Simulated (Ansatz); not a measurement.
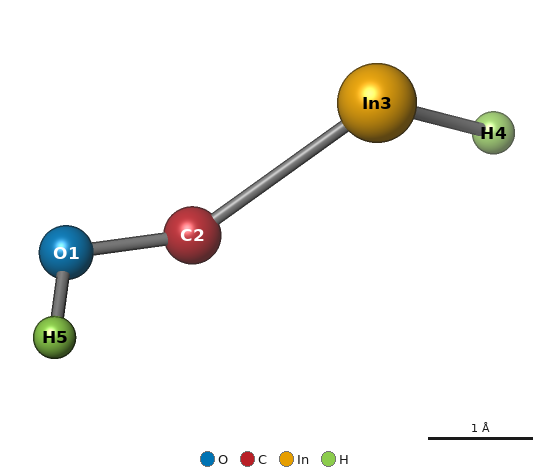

Orthographic view. Distant atoms are faded towards the background colour. The species is neutral and a spin doublet. Computed geometry: PBE-D4/def2-SVP optimisation. No frequency run is at hand to confirm it as a minimum.

Give the geometry as a Z-matrix, atoms in numerical order, with these reference atoms: 2 to 1; 3 to 2, 1; 4 to 3, 2, 1; 5 to 1, 2, 3.

```
O  
C    1   1.298
In   2   2.226   1   140.4
H    3   1.811   2   105.9   1  -166.7
H    1   0.990   2   112.9   3  -107.1
```
